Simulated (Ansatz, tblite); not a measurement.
# Trans-[TiF2(H2O)4]+ (F2H8O4Ti+): rung by rung

Aim: run the doublet of trans-[TiF2(H2O)4]+ (F2H8O4Ti+) at one geometry on many levels, and compare frontier levels, spin and run time.

Program: Ansatz 0.2.0, Gaussian basis. Level of theory: as each input shows. These are calculated values, not measurements.

Plan: GFN1-xTB, GFN2-xTB, PBE-D4/def2-TZVP, r2SCAN-D4/def2-TZVP, B2PLYP/def2-TZVP, LDA/def2-TZVP, LC-ωPBE/def2-TZVP, PBE-D4/def2-SVP, PBE0-D4/def2-SVP, HF/STO-3G, MP2/def2-TZVP, RPA/def2-TZVP.

2 further runs of the same task are left out: 2 set aside as unsound or not needed. Runs told in other sessions of the task aren't counted.

## 1. The geometry

The geometry is that of the doublet, from an earlier relaxation (B3LYP-D4/def2-SVP).

15 atoms, charge 1, spin multiplicity 2.

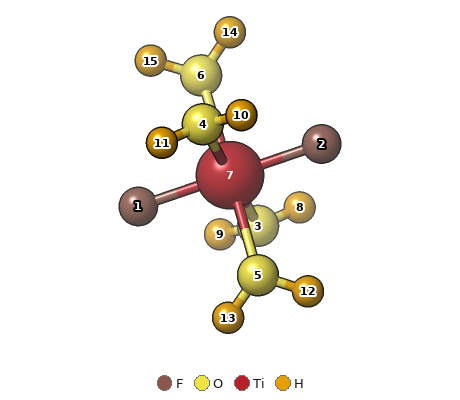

The structure; fluorine brown, oxygen yellow, titanium red, hydrogen amber; atoms are numbered from 1 in the order of the file.

No spin-orbit coupling is included. The ion is computed in the gas phase, without counter-ions or solvent.

PBE0-D4/def2-TZVP was run before; its log isn't repeated, and its numbers join the tables.

## 2. GFN1-xTB

Tight binding, by tblite at 300 K electronic temperature and without a spin-polarisation term:

```python
tblite.interface.Calculator('GFN1-xTB', numbers, positions, charge=1, uhf=1).singlepoint()
```

Energy -935.3762 eV; 0.01 s.

## 3. GFN2-xTB

Tight binding, by tblite at 300 K electronic temperature and without a spin-polarisation term:

```python
tblite.interface.Calculator('GFN2-xTB', numbers, positions, charge=1, uhf=1).singlepoint()
```

Energy -850.5350 eV; 0.005 s.

## 4. PBE-D4/def2-TZVP

start.molden holds the orbitals of an earlier run on this state, given as this run's starting guess.

Contents of in.yaml:

```yaml
crystal:
  periodic: [false, false, false]
  atoms:
    - {symbol: F, position_ang: [-0.004184, 0.021888, 1.796746]}
    - {symbol: F, position_ang: [0.004660, -0.021980, -1.796872]}
    - {symbol: O, position_ang: [2.186635, -0.049434, -0.002056]}
    - {symbol: O, position_ang: [-2.186737, 0.049376, -0.015120]}
    - {symbol: O, position_ang: [0.049371, 2.186589, -0.019055]}
    - {symbol: O, position_ang: [-0.049630, -2.186448, 0.035880]}
    - {symbol: Ti, position_ang: [-0.000080, -0.000025, -0.000078]}
    - {symbol: H, position_ang: [2.639113, -0.405218, -0.782630]}
    - {symbol: H, position_ang: [2.647204, -0.396669, 0.777559]}
    - {symbol: H, position_ang: [-2.634130, 0.382411, -0.808555]}
    - {symbol: H, position_ang: [-2.652191, 0.419147, 0.751116]}
    - {symbol: H, position_ang: [0.408138, 2.638927, -0.798272]}
    - {symbol: H, position_ang: [0.393866, 2.647145, 0.761852]}
    - {symbol: H, position_ang: [-0.409571, -2.659898, -0.730133]}
    - {symbol: H, position_ang: [-0.392493, -2.625800, 0.829627]}
basis:
  gaussian: {orbitals: def2-TZVP, initial_orbitals: start.molden}
total_charge: 1
magnetization: {spin_polarized: true, initial_magnetization: 1}
hamiltonian: {xc: pbe, dispersion: d4}
scf: {omitted_lower_state_checks: [starts]}
output: {forces: true, orbitals: {seedname: orbitals}}
```

Started as:

```bash
ansatz run in.yaml --threads 4 --pin off --events-out ev --progress --plain --max-ram 4787MiB
```

Output, cut to the lines that bear on the results:

```text
Functional definition: PBE
  name "PBE"
  cite "Perdew, Burke & Ernzerhof, Phys. Rev. Lett. 77, 3865 (1996) doi:10.1103/PhysRevLett.77.3865"
  parent pbe
[...]
1681 factors; their error is unknown
[...]
mean field -36854.80442022 eV, -1354.3890813593 hartree, gradient 9.7e-6 eV, S^2 0.752183; 0 other end points of the search recorded, 0 dependent functions left out
[...]
reference -36854.80447424 eV, -1354.3890833447 hartree; 40, 39 occupied and 239, 240 virtual orbitals, 1681 factors
Total energy: -36855.06166347 eV, -1354.3985348744 hartree
Atom 0 at    -0.004184     0.021888     1.796746 Å, force    -0.001619     0.008155     0.651240 eV/Å
Atom 1 at     0.004660    -0.021980    -1.796872 Å, force     0.001506    -0.008072    -0.651434 eV/Å
Atom 2 at     2.186635    -0.049434    -0.002056 Å, force    -0.049398     0.156901     0.000310 eV/Å
Atom 3 at    -2.186737     0.049376    -0.015120 Å, force     0.049538    -0.156973     0.004460 eV/Å
Atom 4 at     0.049371     2.186589    -0.019055 Å, force    -0.156986    -0.049508    -0.002134 eV/Å
Atom 5 at    -0.049630    -2.186448     0.035880 Å, force     0.156956     0.049417    -0.003046 eV/Å
Atom 6 at    -0.000080    -0.000025    -0.000078 Å, force    -0.000053    -0.000171     0.000365 eV/Å
Atom 7 at     2.639113    -0.405218    -0.782630 Å, force     0.095147    -0.080131    -0.180479 eV/Å
Atom 8 at     2.647204    -0.396669     0.777559 Å, force     0.096740    -0.077888     0.181452 eV/Å
Atom 9 at    -2.634130     0.382411    -0.808555 Å, force    -0.094603     0.074910    -0.183171 eV/Å
Atom 10 at    -2.652191     0.419147     0.751116 Å, force    -0.097343     0.083106     0.178900 eV/Å
Atom 11 at     0.408138     2.638927    -0.798272 Å, force     0.080696     0.095003    -0.181446 eV/Å
Atom 12 at     0.393866     2.647145     0.761852 Å, force     0.077409     0.097032     0.180770 eV/Å
Atom 13 at    -0.409571    -2.659898    -0.730133 Å, force    -0.080674    -0.099179    -0.178838 eV/Å
Atom 14 at    -0.392493    -2.625800     0.829627 Å, force    -0.077315    -0.092603     0.183052 eV/Å
Dipole moment:    -0.000154     0.000003     0.000378 e Å
Checks for a lower state left out: starts
```

It took 4.4 s on 4 threads of Intel Xeon 6975P-C, shared host.

HOMO -7.49 eV, LUMO -6.42 eV (over both spins); ⟨S²⟩ 0.752 (pure: 0.75).

## 5. r2SCAN-D4/def2-TZVP

Changes to in.yaml since step 4:

```diff
@@ -22,4 +22,4 @@
 magnetization: {spin_polarized: true, initial_magnetization: 1}
-hamiltonian: {xc: pbe, dispersion: d4}
+hamiltonian: {xc: r2scan, dispersion: d4}
 scf: {omitted_lower_state_checks: [starts]}
-output: {forces: true, orbitals: {seedname: orbitals}}
+output: {orbitals: {seedname: orbitals}}
```

Launched as before.

Output:

```text
Functional definition: r2SCAN
  name "r2SCAN"
  cite "Furness, Kaplan, Ning, Perdew & Sun, J. Phys. Chem. Lett. 11, 8208 (2020) doi:10.1021/acs.jpclett.0c02405"
  cite "Furness, Kaplan, Ning, Perdew & Sun, J. Phys. Chem. Lett. 11, 9248 (2020) doi:10.1021/acs.jpclett.0c03077"
  parent r2scan
  parameter k0 = 0.174
  parameter k1 = 0.065
  parameter a1 = 4.9479
  exchange = r2scan_x(k0 = k0, k1 = k1, a1 = a1)
  correlation = r2scan_c
these checks for a lower state are left out or cut short: starts
1681 factors; their error is unknown
mean field evaluation 1: about -36867.9643 eV, gradient 4.9e0 eV
mean field evaluation 2: about -36868.0441 eV, gradient 1.1e-1 eV
mean field evaluation 4: about -36868.0211 eV, gradient 3.5e-4 eV
mean field -36868.02104761 eV, -1354.8747834573 hartree, gradient 1.3e-5 eV, S^2 0.753047; 0 other end points of the search recorded, 0 dependent functions left out
reference -36868.02106624 eV, -1354.8747841422 hartree; 40, 39 occupied and 239, 240 virtual orbitals, 1681 factors
Total energy: -36868.09027953 eV, -1354.8773276835 hartree
Checks for a lower state left out: starts
```

Run time: 7.5 s. Hardware: 4 threads of Intel Xeon 6975P-C, shared host; peak memory 0.62 GiB.

From the report: HOMO -8.07 eV, LUMO -6.33 eV (over both spins); ⟨S²⟩ 0.753 (pure: 0.75).

## 6. B2PLYP/def2-TZVP

Changes to in.yaml since step 5:

```diff
@@ -22,4 +22,3 @@
 magnetization: {spin_polarized: true, initial_magnetization: 1}
-hamiltonian: {xc: r2scan, dispersion: d4}
+hamiltonian: {xc: {name: B2PLYP}}
 scf: {omitted_lower_state_checks: [starts]}
-output: {orbitals: {seedname: orbitals}}
```

The command is unchanged.

Output, cut to the lines that bear on the results:

```text
Functional definition: B2PLYP
  name "B2PLYP"
  cite "Grimme, J. Chem. Phys. 124, 034108 (2006) doi:10.1063/1.2148954"
  cite "Becke, Phys. Rev. A 38, 3098 (1988) doi:10.1103/PhysRevA.38.3098"
  cite "Lee, Yang & Parr, Phys. Rev. B 37, 785 (1988) doi:10.1103/PhysRevB.37.785"
[...]
2032 factors; integrals over basis functions are off by at most 1.2e-3 eV
[...]
mean field -36845.76015278 eV, -1354.0567106614 hartree, gradient 2.7e-6 eV, S^2 0.751739; 0 other end points of the search recorded, 0 dependent functions left out
11 core orbitals not correlated: weight in the atoms' cores, before any rotation towards them, 1.000 or more for the frozen orbitals, at most 0.000 for the correlated occupied ones
reference -36845.76033276 eV, -1354.0567172755 hartree; 29, 28 occupied and 239, 240 virtual orbitals, 2032 factors
second order -59.46964713 eV of doubles, -0.00000000 eV of singles
Total energy: -36861.81713748 eV, -1354.6467939655 hartree
Checks for a lower state left out: starts
```

Run time: 13 s. Hardware: 4 threads of Intel Xeon 6975P-C, shared host; peak memory 1.1 GiB.

From the report: ⟨S²⟩ 0.752 (pure: 0.75).

## 7. LDA/def2-TZVP

Changes to in.yaml since step 6:

```diff
@@ -22,3 +22,4 @@
 magnetization: {spin_polarized: true, initial_magnetization: 1}
-hamiltonian: {xc: {name: B2PLYP}}
+hamiltonian: {xc: lda}
 scf: {omitted_lower_state_checks: [starts]}
+output: {orbitals: {seedname: orbitals}}
```

Same command.

Output:

```text
Functional definition: SPW92
  name "SPW92"
  cite "Dirac, Proc. Camb. Phil. Soc. 26, 376 (1930) doi:10.1017/S0305004100016108"
  cite "Slater, Phys. Rev. 81, 385 (1951) doi:10.1103/PhysRev.81.385"
  cite "Perdew & Wang, Phys. Rev. B 45, 13244 (1992) doi:10.1103/PhysRevB.45.13244"
  exchange = slater_x
  correlation = pw_c
these checks for a lower state are left out or cut short: starts
1681 factors; their error is unknown
mean field evaluation 1: about -36724.2303 eV, gradient 4.3e1 eV
mean field evaluation 2: about -36725.0880 eV, gradient 1.4e0 eV
mean field evaluation 4: about -36725.0859 eV, gradient 3.6e-1 eV
mean field evaluation 8: about -36725.0861 eV, gradient 8.5e-6 eV
mean field -36725.08612171 eV, -1349.6220218154 hartree, gradient 8.5e-6 eV, S^2 0.752134; 0 other end points of the search recorded, 0 dependent functions left out
reference -36725.08617191 eV, -1349.6220236601 hartree; 40, 39 occupied and 239, 240 virtual orbitals, 1681 factors
Total energy: -36725.08617191 eV, -1349.6220236601 hartree
Checks for a lower state left out: starts
```

Run time: 2.3 s. Hardware: 4 threads of Intel Xeon 6975P-C, shared host.

HOMO -7.39 eV, LUMO -6.71 eV (over both spins); ⟨S²⟩ 0.752 (pure: 0.75).

## 8. LC-ωPBE/def2-TZVP

Changes to in.yaml since step 7:

```diff
@@ -22,3 +22,3 @@
 magnetization: {spin_polarized: true, initial_magnetization: 1}
-hamiltonian: {xc: lda}
+hamiltonian: {xc: {name: LC-wPBE}}
 scf: {omitted_lower_state_checks: [starts]}
```

The command is unchanged.

Output, cut to the lines that bear on the results:

```text
Functional definition: LC-wPBE
  name "LC-wPBE"
  cite "Vydrov & Scuseria, J. Chem. Phys. 125, 234109 (2006) doi:10.1063/1.2409292"
  cite "Heyd & Scuseria, J. Chem. Phys. 120, 7274 (2004) doi:10.1063/1.1668634"
  cite "Ernzerhof & Perdew, J. Chem. Phys. 109, 3313 (1998) doi:10.1063/1.476928"
  cite "Perdew, Burke & Ernzerhof, Phys. Rev. Lett. 77, 3865 (1996) doi:10.1103/PhysRevLett.77.3865"
  parent pbe
[...]
1681 factors; their error is unknown
545 factors; integrals over basis functions are off by at most 1.4e-5 eV
[...]
mean field -36862.89905434 eV, -1354.6865536767 hartree, gradient 8.6e-6 eV, S^2 0.751615; 0 other end points of the search recorded, 0 dependent functions left out
reference -36862.89905435 eV, -1354.6865536770 hartree; 40, 39 occupied and 239, 240 virtual orbitals, 1681 factors
Total energy: -36862.89905435 eV, -1354.6865536770 hartree
Checks for a lower state left out: starts
```

Run time: 11 s. Hardware: 4 threads of Intel Xeon 6975P-C, shared host; peak memory 1.5 GiB.

From the report: HOMO -13.06 eV, LUMO -2.63 eV (over both spins); ⟨S²⟩ 0.752 (pure: 0.75).

## 9. PBE-D4/def2-SVP

Changes to in.yaml since step 8:

```diff
@@ -19,6 +19,6 @@
 basis:
-  gaussian: {orbitals: def2-TZVP, initial_orbitals: start.molden}
+  gaussian: {orbitals: def2-SVP, initial_orbitals: start.molden}
 total_charge: 1
 magnetization: {spin_polarized: true, initial_magnetization: 1}
-hamiltonian: {xc: {name: LC-wPBE}}
+hamiltonian: {xc: pbe, dispersion: d4}
 scf: {omitted_lower_state_checks: [starts]}
```

The command is unchanged.

Output:

```text
Functional definition: PBE
  name "PBE"
  cite "Perdew, Burke & Ernzerhof, Phys. Rev. Lett. 77, 3865 (1996) doi:10.1103/PhysRevLett.77.3865"
  parent pbe
  parameter kappa = 0.804
  parameter beta = 0.06672455060314922
  exchange = pbe_x(kappa = kappa, mu = beta*pi^2/3)
  correlation = pbe_c(beta = beta)
these checks for a lower state are left out or cut short: starts
1712 factors; their error is unknown
mean field evaluation 1: about -36834.0881 eV, gradient 1.2e1 eV
mean field evaluation 2: about -36834.8540 eV, gradient 5.8e-1 eV
mean field evaluation 4: about -36834.8003 eV, gradient 8.8e-2 eV
mean field evaluation 8: about -36834.8003 eV, gradient 1.3e-5 eV
mean field -36834.80028724 eV, -1353.6539430317 hartree, gradient 1.3e-5 eV, S^2 0.752378; 0 other end points of the search recorded, 0 dependent functions left out
reference -36834.80039787 eV, -1353.6539470972 hartree; 40, 39 occupied and 115, 116 virtual orbitals, 1712 factors
Total energy: -36835.05758709 eV, -1353.6633986269 hartree
Checks for a lower state left out: starts
```

It took 2.1 s on 4 threads of Intel Xeon 6975P-C, shared host.

From the report: HOMO -7.16 eV, LUMO -6.08 eV (over both spins); ⟨S²⟩ 0.752 (pure: 0.75).

## 10. PBE0-D4/def2-SVP

Changes to in.yaml since step 9:

```diff
@@ -22,3 +22,3 @@
 magnetization: {spin_polarized: true, initial_magnetization: 1}
-hamiltonian: {xc: pbe, dispersion: d4}
+hamiltonian: {xc: pbe0, dispersion: d4}
 scf: {omitted_lower_state_checks: [starts]}
```

Launched as before.

Output:

```text
Functional definition: PBE0
  name "PBE0"
  cite "Adamo & Barone, J. Chem. Phys. 110, 6158 (1999) doi:10.1063/1.478522"
  cite "Perdew, Burke & Ernzerhof, Phys. Rev. Lett. 77, 3865 (1996) doi:10.1103/PhysRevLett.77.3865"
  parent pbe
  parameter a = 0.25
  parameter kappa = 0.804
  parameter beta = 0.06672455060314922
  exchange = (1 - a)*pbe_x(kappa = kappa, mu = beta*pi^2/3) + a*exact_x
  correlation = pbe_c(beta = beta)
these checks for a lower state are left out or cut short: starts
1530 factors; integrals over basis functions are off by at most 1.1e-3 eV
mean field evaluation 1: about -36834.8942 eV, gradient 1.0e1 eV
mean field evaluation 2: about -36835.3146 eV, gradient 2.9e-1 eV
mean field evaluation 4: about -36835.6408 eV, gradient 2.7e-3 eV
mean field -36835.64081790 eV, -1353.6848319638 hartree, gradient 4.9e-5 eV, S^2 0.752185; 0 other end points of the search recorded, 0 dependent functions left out
reference -36835.64089907 eV, -1353.6848349467 hartree; 40, 39 occupied and 115, 116 virtual orbitals, 1530 factors
Total energy: -36835.86105947 eV, -1353.6929256921 hartree
Checks for a lower state left out: starts
```

Run time: 3.2 s. Hardware: 4 threads of Intel Xeon 6975P-C, shared host; peak memory 0.61 GiB.

HOMO -9.89 eV, LUMO -5.01 eV (over both spins); ⟨S²⟩ 0.752 (pure: 0.75).

## 11. HF/STO-3G

Changes to in.yaml since step 10:

```diff
@@ -19,6 +19,6 @@
 basis:
-  gaussian: {orbitals: def2-SVP, initial_orbitals: start.molden}
+  gaussian: {orbitals: STO-3G}
 total_charge: 1
 magnetization: {spin_polarized: true, initial_magnetization: 1}
-hamiltonian: {xc: pbe0, dispersion: d4}
+hamiltonian: {xc: hf}
 scf: {omitted_lower_state_checks: [starts]}
```

The command is unchanged.

Output:

```text
Functional definition: HF
  name "HF"
  cite "Fock, Z. Phys. 61, 126 (1930) doi:10.1007/BF01340294"
  parent pbe
  exchange = exact_x
  correlation = 0
these checks for a lower state are left out or cut short: starts
791 factors; integrals over basis functions are off by at most 1.2e-4 eV
mean field evaluation 1: about -36344.3525 eV, gradient 3.2e1 eV
mean field evaluation 2: about -36344.6339 eV, gradient 3.2e1 eV
mean field evaluation 4: about -36352.3800 eV, gradient 2.6e0 eV
mean field evaluation 8: about -36352.4888 eV, gradient 4.0e-2 eV
mean field evaluation 16: about -36355.6820 eV, gradient 3.5e0 eV
mean field -36355.79224330 eV, -1336.0507221000 hartree, gradient 2.5e-5 eV, S^2 0.752732; 0 other end points of the search recorded, 0 dependent functions left out
reference -36355.79224330 eV, -1336.0507221000 hartree; 40, 39 occupied and 16, 17 virtual orbitals, 791 factors
Total energy: -36355.79224330 eV, -1336.0507221000 hartree
Checks for a lower state left out: starts
```

Run time: 0.5 s. Hardware: 4 threads of Intel Xeon 6975P-C, shared host.

From the report: HOMO -6.71 eV, LUMO 5.88 eV (over both spins); ⟨S²⟩ 0.753 (pure: 0.75).

## 12. MP2/def2-TZVP

Changes to in.yaml since step 11:

```diff
@@ -19,6 +19,6 @@
 basis:
-  gaussian: {orbitals: STO-3G}
+  gaussian: {orbitals: def2-TZVP, initial_orbitals: start.molden}
 total_charge: 1
 magnetization: {spin_polarized: true, initial_magnetization: 1}
-hamiltonian: {xc: hf}
+correlation: {method: mp2}
 scf: {omitted_lower_state_checks: [starts]}
```

Launched as before.

Output:

```text
Functional definition: HF
  name "HF"
  cite "Fock, Z. Phys. 61, 126 (1930) doi:10.1007/BF01340294"
  parent pbe
  exchange = exact_x
  correlation = 0
these checks for a lower state are left out or cut short: starts
2032 factors; integrals over basis functions are off by at most 1.2e-3 eV
mean field evaluation 1: about -36780.5736 eV, gradient 2.8e1 eV
mean field evaluation 2: about -36782.3430 eV, gradient 2.4e0 eV
mean field evaluation 4: about -36782.4086 eV, gradient 1.4e-1 eV
mean field evaluation 8: about -36782.4087 eV, gradient 2.0e-6 eV
mean field -36782.40874441 eV, -1351.7285893448 hartree, gradient 2.0e-6 eV, S^2 0.752240; 0 other end points of the search recorded, 0 dependent functions left out
11 core orbitals not correlated: weight in the atoms' cores, before any rotation towards them, 1.000 or more for the frozen orbitals, at most 0.000 for the correlated occupied ones
reference -36782.40874441 eV, -1351.7285893448 hartree; 29, 28 occupied and 239, 240 virtual orbitals, 2032 factors
second order -49.41181667 eV of doubles, -0.00000000 eV of singles
Total energy: -36831.82056107 eV, -1353.5444401148 hartree
Checks for a lower state left out: starts
```

It took 8 s on 4 threads of Intel Xeon 6975P-C, shared host; peak memory 1.1 GiB.

From the report: Hartree-Fock HOMO -16.64 eV, LUMO -1.75 eV (over both spins); ⟨S²⟩ 0.752 (pure: 0.75).

## 13. RPA/def2-TZVP

Changes to in.yaml since step 12:

```diff
@@ -22,4 +22,4 @@
 magnetization: {spin_polarized: true, initial_magnetization: 1}
-correlation: {method: mp2}
+hamiltonian: {xc: pbe}
+correlation: {method: rpa}
 scf: {omitted_lower_state_checks: [starts]}
-output: {orbitals: {seedname: orbitals}}
```

Launched as before.

Output, cut to the lines that bear on the results:

```text
Functional definition: PBE
  name "PBE"
  cite "Perdew, Burke & Ernzerhof, Phys. Rev. Lett. 77, 3865 (1996) doi:10.1103/PhysRevLett.77.3865"
  parent pbe
[...]
2032 factors; integrals over basis functions are off by at most 1.2e-3 eV
[...]
mean field -36854.80410318 eV, -1354.3890697085 hartree, gradient 1.8e-6 eV, S^2 0.752183; 0 other end points of the search recorded, 0 dependent functions left out
11 core orbitals not correlated: weight in the atoms' cores, before any rotation towards them, 1.000 or more for the frozen orbitals, at most 0.000 for the correlated occupied ones
reference -36778.69051453 eV, -1351.5919469173 hartree; 29, 28 occupied and 239, 240 virtual orbitals, 2032 factors
Total energy: -36854.72506411 eV, -1354.3861650763 hartree
Checks for a lower state left out: starts
```

It took 11 s on 4 threads of Intel Xeon 6975P-C, shared host; peak memory 1.1 GiB.

⟨S²⟩ 0.752 (pure: 0.75).

## 14. Comparison

| level | functions | HOMO (eV) | LUMO (eV) | gap (eV) | ⟨S²⟩ | time |
| --- | --- | --- | --- | --- | --- | --- |
| HF/STO-3G | 56 | -6.71 | 5.88 | 12.58 | 0.753 | 0.5 s |
| LDA/def2-TZVP | 279 | -7.39 | -6.71 | 0.68 | 0.752 | 2.3 s |
| PBE-D4/def2-SVP | 155 | -7.16 | -6.08 | 1.08 | 0.752 | 2.1 s |
| PBE-D4/def2-TZVP | 279 | -7.49 | -6.42 | 1.07 | 0.752 | 4.4 s |
| r2SCAN-D4/def2-TZVP | 279 | -8.07 | -6.33 | 1.74 | 0.753 | 7.5 s |
| PBE0-D4/def2-SVP | 155 | -9.89 | -5.01 | 4.88 | 0.752 | 3.2 s |
| PBE0-D4/def2-TZVP | 279 | -10.02 | -5.13 | 4.88 | 0.752 | 10 s |
| LC-ωPBE/def2-TZVP | 279 | -13.06 | -2.63 | 10.43 | 0.752 | 11 s |

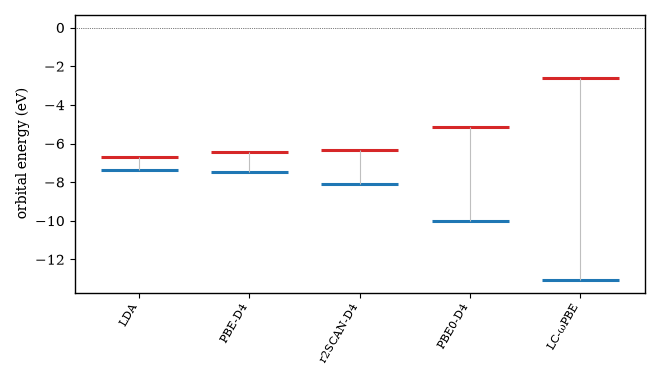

Highest filled (blue) and lowest empty (red) level in def2-TZVP, over both spins.

The pieces so far (eV):

| basis | HF | MP2 correlation | total |
| --- | --- | --- | --- |
| def2-TZVP | -36782.4087 | -49.4118 | -36831.8206 (MP2) |

## 15. What came out

| quantity | value |
| --- | --- |
| gap in def2-TZVP, named functionals, smallest and largest | 0.68 eV (LDA), 10.43 eV (LC-ωPBE) |
| correlation energy, MP2/def2-TZVP | -49.41 eV |
| ⟨S²⟩ in def2-TZVP, named functionals, smallest and largest | 0.752, 0.753 |
| PBE0 total energy, smallest basis above largest | 19.78 eV (def2-SVP, def2-TZVP) |

What this shows: Over the named functionals in def2-TZVP the gap runs from 0.68 eV (LDA) to 10.43 eV (LC-ωPBE); exact exchange widens it.

The slowest run with a step of its own, B2PLYP/def2-TZVP, took 13 s; the quickest functional in def2-TZVP took 2.3 s (shared host).
